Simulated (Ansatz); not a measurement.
# BCl2F: a spread of methods and bases

How do the results and run time of BCl2F respond when the settings are drawn wide?

Method: the settings change from run to run; program: Ansatz 0.2.0, Gaussian basis.

## 1. The molecule

The geometry comes from an earlier relaxation with PBE0-D4 in a triple-zeta def2 set; it is a stationary point.

SMILES `FB(Cl)Cl`, 4 atoms, charge 0, spin multiplicity 1.

Atoms are counted from 1 here; the program's logs count them from 0.

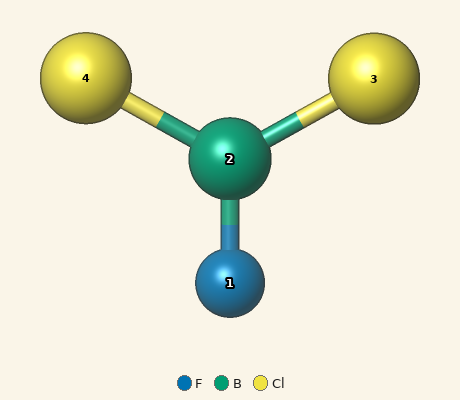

The geometry (fluorine blue, boron teal, chlorine yellow); atoms are numbered from 1 in the order of the file.

## 2. B97/6-31G

Set apart from the defaults: charge -1, multiplicity 2, relativity set to none.

The input, in.yaml:

```yaml
crystal:
  periodic: [false, false, false]
  atoms:
    - {symbol: F, position_ang: [0.130316, -1.186797, -0.776161]}
    - {symbol: B, position_ang: [0.021926, -0.096072, -0.058370]}
    - {symbol: Cl, position_ang: [-1.536350, 0.360591, 0.563363]}
    - {symbol: Cl, position_ang: [1.439608, 0.861979, 0.250868]}
basis:
  gaussian: {orbitals: 6-31G}
total_charge: -1
magnetization: {spin_polarized: true, initial_magnetization: 1}
hamiltonian: {xc: {name: B97}, pseudopotentials: {relativity: none}}
output: {forces: true}
```

Launch:

```console
> ansatz run in.yaml --threads 4 --pin off --events-out ev --progress --plain --max-ram 10444MiB
```

Standard output:

```text
Functional definition: B97
  name "B97"
  cite "Becke, J. Chem. Phys. 107, 8554 (1997) doi:10.1063/1.475007"
  parameter cx = 0.1943
  parameter cx0 = 0.8094
  parameter cx1 = 0.5073
  parameter cx2 = 0.7481
  parameter css0 = 0.1737
  parameter css1 = 2.3487
  parameter css2 = -2.4868
  parameter cos0 = 0.9454
  parameter cos1 = 0.7471
  parameter cos2 = -4.5961
  exchange = spin_sum(e_x_unif_s*poly(b97_u_x, cx0, cx1, cx2)) + cx*exact_x
  correlation = spin_sum(e_c_pw_same_spin*poly(b97_u_same, css0, css1, css2))
      + integral(e_c_pw_opposite_spin*poly(b97_u_opposite, cos0, cos1, cos2))
481 factors; integrals over basis functions are off by at most 1.3e-4 eV
mean field evaluation 1: about -28433.1271 eV, gradient 6.4e0 eV
mean field evaluation 2: about -28433.2619 eV, gradient 5.9e0 eV
mean field evaluation 4: about -28433.3955 eV, gradient 5.1e-1 eV
mean field evaluation 8: about -28433.4688 eV, gradient 4.7e-3 eV
mean field -28433.46877344 eV, -1044.9107045265 hartree, gradient 1.7e-5 eV, S^2 0.753089; 0 other end points of the search recorded, 0 dependent functions left out
the calculation of the forces begins
reference -28433.46878935 eV, -1044.9107051111 hartree; 25, 24 occupied and 19, 20 virtual orbitals, 481 factors
Total energy: -28433.46878935 eV, -1044.9107051111 hartree
Atom 0 at     0.130316    -1.186797    -0.776161 Å, force     0.504253    -5.074271    -3.339380 eV/Å
Atom 1 at     0.021926    -0.096072    -0.058370 Å, force    -0.187741     1.889467     1.243688 eV/Å
Atom 2 at    -1.536350     0.360591     0.563363 Å, force    -3.431859     1.040868     1.391596 eV/Å
Atom 3 at     1.439608     0.861979     0.250868 Å, force     3.115347     2.143937     0.704096 eV/Å
Dipole moment:    -0.006610     0.066503     0.043751 e Å
```

Run time: 1.7 s. Hardware: 4 threads of Arm Neoverse V1, shared host.

Largest force 6.095 eV/Å, ⟨S²⟩ 0.753.

## 3. HF/cc-pVTZ-DK

Set apart from the defaults: coordinates scaled by 0.96, relativity set to none.

The input, in.yaml:

```yaml
crystal:
  periodic: [false, false, false]
  atoms:
    - {symbol: F, position_ang: [0.125103, -1.139326, -0.745115]}
    - {symbol: B, position_ang: [0.021049, -0.092229, -0.056035]}
    - {symbol: Cl, position_ang: [-1.474896, 0.346168, 0.540828]}
    - {symbol: Cl, position_ang: [1.382024, 0.827500, 0.240834]}
basis:
  gaussian: {orbitals: cc-pVTZ-DK}
hamiltonian: {xc: {name: HF}, pseudopotentials: {relativity: none}}
output: {forces: true}
```

Launched as before.

Standard output (excerpt; [...] marks lines left out):

```text
Functional definition: HF
  name "HF"
  cite "Fock, Z. Phys. 61, 126 (1930) doi:10.1007/BF01340294"
  parent pbe
[...]
780 factors; integrals over basis functions are off by at most 9.9e-4 eV
[...]
mean field -28369.08041316 eV, -1042.5444759302 hartree, gradient 8.4e-5 eV, S^2 0.000000; 0 other end points of the search recorded, 0 dependent functions left out
[...]
reference -28369.08041316 eV, -1042.5444759302 hartree; 24, 24 occupied and 104, 104 virtual orbitals, 780 factors
WARN: the results are in doubt because the basis set is contracted for relativity, which is off
Total energy: -28369.08041316 eV, -1042.5444759302 hartree
Atom 0 at     0.125103    -1.139326    -0.745115 Å, force     0.214756    -2.160990    -1.422066 eV/Å
Atom 1 at     0.021049    -0.092229    -0.056035 Å, force     0.008216    -0.082763    -0.054544 eV/Å
Atom 2 at    -1.474896     0.346168     0.540828 Å, force    -2.591897     0.703979     0.998764 eV/Å
Atom 3 at     1.382024     0.827500     0.240834 Å, force     2.368925     1.539774     0.477846 eV/Å
Dipole moment:    -0.004314     0.043413     0.028575 e Å
In doubt: the basis set is contracted for relativity, which is off
```

Run time: 0.65 s. Hardware: 4 threads of Arm Neoverse V1, shared host.

Largest force 2.865 eV/Å, dipole 0.25 D. The log holds a warning on this run.

## 4. wPBEh/aug-cc-pVTZ

Options: a point charge of 2.00 e beside it.

The input, in.yaml:

```yaml
crystal:
  periodic: [false, false, false]
  atoms:
    - {symbol: F, position_ang: [0.130316, -1.186797, -0.776161]}
    - {symbol: B, position_ang: [0.021926, -0.096072, -0.058370]}
    - {symbol: Cl, position_ang: [-1.536350, 0.360591, 0.563363]}
    - {symbol: Cl, position_ang: [1.439608, 0.861979, 0.250868]}
basis:
  gaussian: {orbitals: aug-cc-pVTZ, point_charges: [{charge: 2.00, position_ang: [4.643, -0.113, -0.809]}]}
hamiltonian: {xc: {name: wPBEh}}
output: {forces: true}
```

Launched as before.

Standard output (excerpt; [...] marks lines left out):

```text
Functional definition: wPBEh
  name "wPBEh"
  cite "Heyd, Scuseria & Ernzerhof, J. Chem. Phys. 118, 8207 (2003) doi:10.1063/1.1564060"
  cite "Krukau, Vydrov, Izmaylov & Scuseria, J. Chem. Phys. 125, 224106 (2006) doi:10.1063/1.2404663"
  cite "Heyd & Scuseria, J. Chem. Phys. 120, 7274 (2004) doi:10.1063/1.1668634"
  cite "Ernzerhof & Perdew, J. Chem. Phys. 109, 3313 (1998) doi:10.1063/1.476928"
  cite "Perdew, Burke & Ernzerhof, Phys. Rev. Lett. 77, 3865 (1996) doi:10.1103/PhysRevLett.77.3865"
  parent pbe
[...]
1198 factors; their error is unknown
67 factors; integrals over basis functions are off by at most 4.5e-5 eV
[...]
mean field -28435.38216084 eV, -1044.9810202164 hartree, gradient 1.3e-5 eV, S^2 0.000000; 0 other end points of the search recorded, 0 dependent functions left out
[...]
reference -28435.38224537 eV, -1044.9810233231 hartree; 24, 24 occupied and 168, 168 virtual orbitals, 1198 factors
Total energy: -28435.38224537 eV, -1044.9810233231 hartree
Atom 0 at     0.130316    -1.186797    -0.776161 Å, force     0.503453     0.330795     0.122797 eV/Å
Atom 1 at     0.021926    -0.096072    -0.058370 Å, force    -2.436523    -1.173038    -0.247451 eV/Å
Atom 2 at    -1.536350     0.360591     0.563363 Å, force     1.030588     0.096421    -0.164641 eV/Å
Atom 3 at     1.439608     0.861979     0.250868 Å, force     2.181674     0.405442    -0.095996 eV/Å
Dipole moment:    -1.123555     0.102522     0.256957 e Å
```

Wall time 3 s (4 threads of Arm Neoverse V1, shared host); peak memory 0.5 GiB.

Largest force 2.715 eV/Å, dipole 5.56 D.

## 5. CAM-B3LYP/def2-TZVPP

Options: atoms shaken by 0.15 Å, density fitting with cc-pVTZ-jkfit, D3(BJ) dispersion.

The input, in.yaml:

```yaml
crystal:
  periodic: [false, false, false]
  atoms:
    - {symbol: F, position_ang: [0.098039, -1.255655, -0.887922]}
    - {symbol: B, position_ang: [-0.083434, -0.154371, -0.041795]}
    - {symbol: Cl, position_ang: [-1.068846, 0.334518, 0.589957]}
    - {symbol: Cl, position_ang: [1.741686, 1.112485, 0.469572]}
basis:
  gaussian: {orbitals: def2-TZVPP, fitting: {mean_field: cc-pVTZ-jkfit}}
hamiltonian: {xc: {name: CAM-B3LYP}, dispersion: d3bj}
output: {forces: true}
```

Launched as before.

Standard output (excerpt; [...] marks lines left out):

```text
Functional definition: CAM-B3LYP
  name "CAM-B3LYP"
  cite "Yanai, Tew & Handy, Chem. Phys. Lett. 393, 51 (2004) doi:10.1016/j.cplett.2004.06.011"
  cite "Iikura, Tsuneda, Yanai & Hirao, J. Chem. Phys. 115, 3540 (2001) doi:10.1063/1.1383587"
  cite "Becke, Phys. Rev. A 38, 3098 (1988) doi:10.1103/PhysRevA.38.3098"
  cite "Lee, Yang & Parr, Phys. Rev. B 37, 785 (1988) doi:10.1103/PhysRevB.37.785"
  cite "Vosko, Wilk & Nusair, Can. J. Phys. 58, 1200 (1980) doi:10.1139/p80-159"
[...]
  # Exact exchange under (alpha + beta erf(omega r))/r, Becke's under what is left of 1/r.
[...]
400 factors; integrals over basis functions are off by at most 1.4e0 eV
400 factors; integrals over basis functions are off by at most 6.2e-6 eV
[...]
mean field -28436.90201221 eV, -1045.0368737242 hartree, gradient 4.7e-5 eV, S^2 0.000000; 0 other end points of the search recorded, 0 dependent functions left out
[...]
reference -28436.90211871 eV, -1045.0368776380 hartree; 24, 24 occupied and 122, 122 virtual orbitals, 400 factors
Total energy: -28436.97474777 eV, -1045.0395467069 hartree
Atom 0 at     0.098039    -1.255655    -0.887922 Å, force     0.092606     2.621447     1.814372 eV/Å
Atom 1 at    -0.083434    -0.154371    -0.041795 Å, force    31.255448   -15.021906   -19.363763 eV/Å
Atom 2 at    -1.068846     0.334518     0.589957 Å, force   -29.680569    14.172761    18.516357 eV/Å
Atom 3 at     1.741686     1.112485     0.469572 Å, force    -1.667484    -1.772301    -0.966966 eV/Å
Dipole moment:    -0.981736    -0.102126     0.160270 e Å
```

Wall time 1.1 s (4 threads of Arm Neoverse V1, shared host).

Largest force 39.718 eV/Å, dipole 4.80 D.

## 6. B3LYP/def2-TZVP

Set apart from the defaults: D3(BJ) with three-body dispersion.

The input, in.yaml:

```yaml
crystal:
  periodic: [false, false, false]
  atoms:
    - {symbol: F, position_ang: [0.130316, -1.186797, -0.776161]}
    - {symbol: B, position_ang: [0.021926, -0.096072, -0.058370]}
    - {symbol: Cl, position_ang: [-1.536350, 0.360591, 0.563363]}
    - {symbol: Cl, position_ang: [1.439608, 0.861979, 0.250868]}
basis:
  gaussian: {orbitals: def2-TZVP}
hamiltonian: {xc: {name: B3LYP}, dispersion: d3bjatm}
output: {forces: true}
```

Same command.

Standard output (excerpt; [...] marks lines left out):

```text
Functional definition: B3LYP
  name "B3LYP"
  cite "Stephens, Devlin, Chabalowski & Frisch, J. Phys. Chem. 98, 11623 (1994) doi:10.1021/j100096a001"
  cite "Becke, Phys. Rev. A 38, 3098 (1988) doi:10.1103/PhysRevA.38.3098"
  cite "Lee, Yang & Parr, Phys. Rev. B 37, 785 (1988) doi:10.1103/PhysRevB.37.785"
  cite "Vosko, Wilk & Nusair, Can. J. Phys. 58, 1200 (1980) doi:10.1139/p80-159"
[...]
851 factors; their error is unknown
[...]
mean field -28445.37511049 eV, -1045.3482543427 hartree, gradient 3.5e-5 eV, S^2 0.000000; 0 other end points of the search recorded, 0 dependent functions left out
[...]
reference -28445.37533110 eV, -1045.3482624501 hartree; 24, 24 occupied and 112, 112 virtual orbitals, 851 factors
Total energy: -28445.53445521 eV, -1045.3541101531 hartree
Atom 0 at     0.130316    -1.186797    -0.776161 Å, force     0.019425    -0.195425    -0.128568 eV/Å
Atom 1 at     0.021926    -0.096072    -0.058370 Å, force    -0.002356     0.023610     0.015442 eV/Å
Atom 2 at    -1.536350     0.360591     0.563363 Å, force    -0.213258     0.051416     0.078060 eV/Å
Atom 3 at     1.439608     0.861979     0.250868 Å, force     0.196190     0.120399     0.035065 eV/Å
Dipole moment:    -0.005311     0.053450     0.035179 e Å
```

It took 1.1 s on 4 threads of Arm Neoverse V1, shared host.

Largest force 0.235 eV/Å, dipole 0.31 D.

## 7. wB97X/def2-TZVPD

Set apart from the defaults: charge +1, multiplicity 2, high accuracy.

in.yaml, as its differences from that of step 6:

```diff
@@ -8,4 +8,7 @@
 basis:
-  gaussian: {orbitals: def2-TZVP}
-hamiltonian: {xc: {name: B3LYP}, dispersion: d3bjatm}
+  gaussian: {orbitals: def2-TZVPD}
+total_charge: 1
+magnetization: {spin_polarized: true, initial_magnetization: 1}
+hamiltonian: {xc: {name: wB97X}}
+accuracy: high
 output: {forces: true}
```

The command is unchanged.

Standard output (excerpt; [...] marks lines left out):

```text
Functional definition: wB97X
  name "wB97X"
  cite "Chai & Head-Gordon, J. Chem. Phys. 128, 084106 (2008) doi:10.1063/1.2834918"
  cite "Becke, J. Chem. Phys. 107, 8554 (1997) doi:10.1063/1.475007"
[...]
  # The coefficients of nought are those of the uniform gas.
[...]
      + exact_x_lr(omega)
[...]
      + integral(e_c_pw_opposite_spin*poly(b97_u_opposite, 1, cos1, cos2, cos3, cos4))
2537 factors; integrals over basis functions are off by at most 3.8e-9 eV
468 factors; integrals over basis functions are off by at most 1.2e-9 eV
[...]
mean field -28431.47896873 eV, -1044.8375805522 hartree, gradient 8.7e-8 eV, S^2 0.759513; 5 other end points of the search recorded, 0 dependent functions left out
[...]
reference -28431.47896184 eV, -1044.8375802990 hartree; 24, 23 occupied and 145, 146 virtual orbitals, 2537 factors
Total energy: -28431.47896184 eV, -1044.8375802990 hartree
Atom 0 at     0.130316    -1.186797    -0.776161 Å, force    -0.089308     0.898721     0.591470 eV/Å
Atom 1 at     0.021926    -0.096072    -0.058370 Å, force     0.194604    -1.958331    -1.288814 eV/Å
Atom 2 at    -1.536350     0.360591     0.563363 Å, force     0.439809     0.612774     0.296960 eV/Å
Atom 3 at     1.439608     0.861979     0.250868 Å, force    -0.545106     0.446836     0.400383 eV/Å
Dipole moment:    -0.027839     0.280143     0.184361 e Å
```

It took 58 s on 4 threads of Arm Neoverse V1, shared host; peak memory 1.4 GiB.

Largest force 2.352 eV/Å, ⟨S²⟩ 0.760.

## 8. B3LYP/x2c-TZVPPall

Options: atoms shaken by 0.15 Å, density fitting with def2-universal-jkfit.

The input, in.yaml:

```yaml
crystal:
  periodic: [false, false, false]
  atoms:
    - {symbol: F, position_ang: [0.123527, -1.054887, -0.561881]}
    - {symbol: B, position_ang: [0.193645, -0.326393, 0.042444]}
    - {symbol: Cl, position_ang: [-1.760336, 0.520990, 0.622194]}
    - {symbol: Cl, position_ang: [1.674103, 0.978552, 0.272999]}
basis:
  gaussian: {orbitals: x2c-TZVPPall, fitting: {mean_field: def2-universal-jkfit}}
hamiltonian: {xc: {name: B3LYP}}
output: {forces: true}
```

The command is unchanged.

Standard output (excerpt; [...] marks lines left out):

```text
Functional definition: B3LYP
  name "B3LYP"
  cite "Stephens, Devlin, Chabalowski & Frisch, J. Phys. Chem. 98, 11623 (1994) doi:10.1021/j100096a001"
  cite "Becke, Phys. Rev. A 38, 3098 (1988) doi:10.1103/PhysRevA.38.3098"
  cite "Lee, Yang & Parr, Phys. Rev. B 37, 785 (1988) doi:10.1103/PhysRevB.37.785"
  cite "Vosko, Wilk & Nusair, Can. J. Phys. 58, 1200 (1980) doi:10.1139/p80-159"
[...]
408 factors; integrals over basis functions are off by at most 1.7e0 eV
[...]
mean field -28517.25988424 eV, -1047.9899710530 hartree, gradient 1.1e-5 eV, S^2 0.000000; 0 other end points of the search recorded, 0 dependent functions left out
[...]
reference -28517.26011673 eV, -1047.9899795967 hartree; 24, 24 occupied and 122, 122 virtual orbitals, 408 factors
Total energy: -28517.26011673 eV, -1047.9899795967 hartree
Relativity: scalar
Atom 0 at     0.123527    -1.054887    -0.561881 Å, force    -3.384116   -42.296066   -34.095328 eV/Å
Atom 1 at     0.193645    -0.326393     0.042444 Å, force     2.746807    45.424995    34.526178 eV/Å
Atom 2 at    -1.760336     0.520990     0.622194 Å, force     2.528582    -1.108335    -0.384974 eV/Å
Atom 3 at     1.674103     0.978552     0.272999 Å, force    -1.891273    -2.020593    -0.045877 eV/Å
Dipole moment:     0.343215    -0.557441    -0.262736 e Å
```

Run time: 0.9 s. Hardware: 4 threads of Arm Neoverse V1, shared host.

Largest force 57.123 eV/Å, dipole 3.39 D.

## 9. revPBE/6-31++G**

Set apart from the defaults: a point charge of 1.00 e beside it, D3(BJ) dispersion, the search for lower states set to off.

The input, in.yaml:

```yaml
crystal:
  periodic: [false, false, false]
  atoms:
    - {symbol: F, position_ang: [0.130316, -1.186797, -0.776161]}
    - {symbol: B, position_ang: [0.021926, -0.096072, -0.058370]}
    - {symbol: Cl, position_ang: [-1.536350, 0.360591, 0.563363]}
    - {symbol: Cl, position_ang: [1.439608, 0.861979, 0.250868]}
basis:
  gaussian: {orbitals: "6-31++G**", point_charges: [{charge: 1.00, position_ang: [5.108, 0.721, -0.781]}]}
hamiltonian: {xc: {name: revPBE}, dispersion: d3bj}
scf: {lower_state_search: off}
```

The command is unchanged.

Standard output (excerpt; [...] marks lines left out):

```text
Functional definition: revPBE
  name "revPBE"
  cite "Zhang & Yang, Phys. Rev. Lett. 80, 890 (1998) doi:10.1103/PhysRevLett.80.890"
  cite "Perdew, Burke & Ernzerhof, Phys. Rev. Lett. 77, 3865 (1996) doi:10.1103/PhysRevLett.77.3865"
[...]
807 factors; their error is unknown
[...]
mean field -28435.84459364 eV, -1044.9980143087 hartree, gradient 4.4e-6 eV, S^2 0.000000; 0 other end points of the search recorded, 0 dependent functions left out
reference -28435.84466565 eV, -1044.9980169548 hartree; 24, 24 occupied and 60, 60 virtual orbitals, 807 factors
Total energy: -28436.05282544 eV, -1045.0056666860 hartree
Checks for a lower state left out: stability, starts, cluster_reference, orbital_swaps, neighbouring_geometries, increment
```

It took 0.35 s on 4 threads of Arm Neoverse V1, shared host.

## 10. HSE06/def2-SVP

This run has the search for lower states set to light.

in.yaml, as its differences from that of step 9:

```diff
@@ -8,4 +8,5 @@
 basis:
-  gaussian: {orbitals: "6-31++G**", point_charges: [{charge: 1.00, position_ang: [5.108, 0.721, -0.781]}]}
-hamiltonian: {xc: {name: revPBE}, dispersion: d3bj}
-scf: {lower_state_search: off}
+  gaussian: {orbitals: def2-SVP}
+hamiltonian: {xc: {name: HSE06}}
+scf: {lower_state_search: light}
+output: {forces: true}
```

Launched as before.

Standard output (excerpt; [...] marks lines left out):

```text
Functional definition: HSE06
  name "HSE06"
  cite "Heyd, Scuseria & Ernzerhof, J. Chem. Phys. 118, 8207 (2003) doi:10.1063/1.1564060"
  cite "Krukau, Vydrov, Izmaylov & Scuseria, J. Chem. Phys. 125, 224106 (2006) doi:10.1063/1.2404663"
  cite "Heyd & Scuseria, J. Chem. Phys. 120, 7274 (2004) doi:10.1063/1.1668634"
  cite "Ernzerhof & Perdew, J. Chem. Phys. 109, 3313 (1998) doi:10.1063/1.476928"
  cite "Perdew, Burke & Ernzerhof, Phys. Rev. Lett. 77, 3865 (1996) doi:10.1103/PhysRevLett.77.3865"
  parent pbe
[...]
  # The whole range is PBE's own exchange, as in plane waves. The composition of these papers is wPBEh.
[...]
590 factors; integrals over basis functions are off by at most 8.6e-4 eV
52 factors; integrals over basis functions are off by at most 2.4e-7 eV
[...]
mean field -28419.65924730 eV, -1044.4032138013 hartree, gradient 2.6e-5 eV, S^2 0.000000; 0 other end points of the search recorded, 0 dependent functions left out
[...]
reference -28419.65927065 eV, -1044.4032146596 hartree; 24, 24 occupied and 40, 40 virtual orbitals, 590 factors
Total energy: -28419.65927065 eV, -1044.4032146596 hartree
Atom 0 at     0.130316    -1.186797    -0.776161 Å, force     0.004280    -0.043024    -0.028275 eV/Å
Atom 1 at     0.021926    -0.096072    -0.058370 Å, force     0.004099    -0.041352    -0.027309 eV/Å
Atom 2 at    -1.536350     0.360591     0.563363 Å, force    -0.107433     0.024793     0.038633 eV/Å
Atom 3 at     1.439608     0.861979     0.250868 Å, force     0.099054     0.059582     0.016951 eV/Å
Dipole moment:    -0.004321     0.043489     0.028624 e Å
```

Run time: 0.65 s. Hardware: 4 threads of Arm Neoverse V1, shared host.

Largest force 0.117 eV/Å, dipole 0.25 D.

## 11. All runs side by side

| level | charge | multiplicity | geometry | functions | energy (eV) | time |
| --- | --- | --- | --- | --- | --- | --- |
| B97/6-31G | -1 | 2 | relaxed | 44 | -28433.469 | 1.7 s |
| HF/cc-pVTZ-DK | 0 | 1 | scaled | 128 | -28369.080 | 0.65 s |
| wPBEh/aug-cc-pVTZ | 0 | 1 | relaxed, point charge | 192 | -28435.382 | 3 s |
| CAM-B3LYP/def2-TZVPP | 0 | 1 | shaken | 146 | -28436.975 | 1.1 s |
| B3LYP/def2-TZVP | 0 | 1 | relaxed | 136 | -28445.534 | 1.1 s |
| wB97X/def2-TZVPD | 1 | 2 | relaxed | 169 | -28431.479 | 58 s |
| B3LYP/x2c-TZVPPall | 0 | 1 | shaken | 146 | -28517.260 | 0.9 s |
| revPBE/6-31++G** | 0 | 1 | relaxed, point charge | 84 | -28436.053 | 0.35 s |
| HSE06/def2-SVP | 0 | 1 | relaxed | 64 | -28419.659 | 0.65 s |

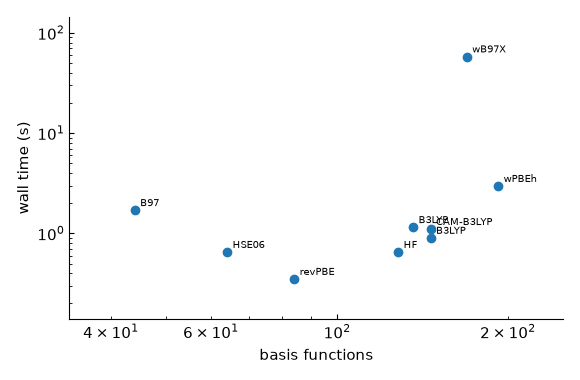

Wall time against the number of basis functions (shared host).

## 12. Results

| quantity | value |
| --- | --- |
| runs | 9 |
| quickest | revPBE/6-31++G**, 0.35 s |
| slowest | wB97X/def2-TZVPD, 58 s |
| spread of total energies, same state and geometry | 25.9 eV |
| dipole, same state and geometry | 0.25 to 0.31 D |

wB97X/def2-TZVPD took 166 times as long as revPBE/6-31++G**. The jobs differ in tasks and options as well as level. Total energies at one charge and spin differ by 26 eV between levels, so only differences within one level mean anything. At the PBE0-D4/def2-TZVP geometry and in the same state, runs without warnings or point charges leave forces up to 0.23 eV/Å (B3LYP/def2-TZVP), against 57.1 eV/Å where the atoms were moved.
